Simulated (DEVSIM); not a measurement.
Structure: abrupt Si p-n junction, at 400 K.

| layer (left to right) | material | thickness (μm) | Nd (cm⁻³) | Na (cm⁻³) | τn (s) | τp (s) |
|---|---|---|---|---|---|---|
| 1 | Si | 74.0 | - | 7.6e17 | 0.00011 | 0.00011 |
| 2 | Si | 3.40 | 5.5e15 | - | 0.00011 | 0.00011 |

Left contact: ohmic. Right contact: ohmic. Voltage is applied to the left contact. Recombination: SRH at mid-gap, radiative, Auger. Mobility is μmin + (μ − μmin)/(1 + (N/Nref)^α).

The device is made up for the run: typed textbook-type constants, with dimensions and the other settings drawn at random. Values at 300 K; Nc and Nv go as T^1.5, mobilities as T to minus their exponent, the gap by Varshni's rule with the affinity fixed.

```
parameter               Si
----------------  --------
gap (eV)             1.124
affinity (eV)         4.05
permittivity          11.7
Nc (cm⁻³)          2.86e19
Nv (cm⁻³)           3.1e19
μn (cm²/Vs)           1417
μp (cm²/Vs)            470
μn,min                  52
μp,min                  45
Nref,n              9.7e16
Nref,p              2.2e17
αn                    0.68
αp                    0.72
T exponent of μn       2.3
T exponent of μp       2.2
B (cm³/s)          4.7e-15
Cn (cm⁶/s)         2.8e-31
Cp (cm⁶/s)         9.9e-32
Varshni α (eV/K)  0.000473
Varshni β (K)          636
```

Simulated with DEVSIM: 1D drift-diffusion, Boltzmann statistics, complete ionisation; no tunnelling, impact ionisation, image-force lowering or self-heating.

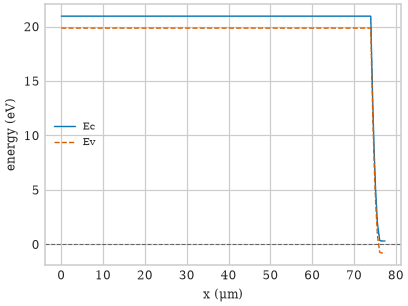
*Band edges at -20.0 V on the left contact*

Energies count from the Fermi level of the right contact; mesh points crowd at the junctions.

```csv
x (μm),Ec (eV),Ev (eV),n (cm⁻³),p (cm⁻³),field (V/cm)
0.000,20.954,19.857,4.2e7,7.6e17,≈ 0
0.04258,20.954,19.857,4.2e7,7.6e17,≈ 0
0.1606,20.954,19.857,4.2e7,7.6e17,≈ 0
0.4880,20.954,19.857,4.2e7,7.6e17,≈ 0
1.944,20.954,19.857,4.1e7,7.6e17,≈ 0
5.432,20.954,19.857,4.0e7,7.6e17,≈ 0
15.10,20.954,19.857,3.5e7,7.6e17,≈ 0
50.39,20.954,19.857,1.5e7,7.6e17,≈ 0
65.50,20.954,19.857,5600000,7.6e17,≈ 0
70.82,20.954,19.857,2100000,7.6e17,≈ 0
72.87,20.954,19.857,760000,7.6e17,≈ 0
73.72,20.954,19.857,180000,7.6e17,≈ 0
73.92,20.954,19.857,46000,7.6e17,≈ 0
73.98,20.928,19.832,3300,3.6e17,-42000
74.03,20.164,19.068,890,9.5e7,-180000
74.13,18.400,17.303,3200,9700000,-180000
74.40,13.995,12.899,11000,1.1e7,-150000
75.14,5.091,3.994,53000,1.8e7,-90000
76.74,0.310,-0.787,5.5e15,2.7e9,≈ 0
77.17,0.310,-0.787,5.5e15,4.8e9,≈ 0
77.33,0.310,-0.787,5.5e15,5.5e9,≈ 0
77.40,0.310,-0.787,5.5e15,5.9e9,≈ 0
```
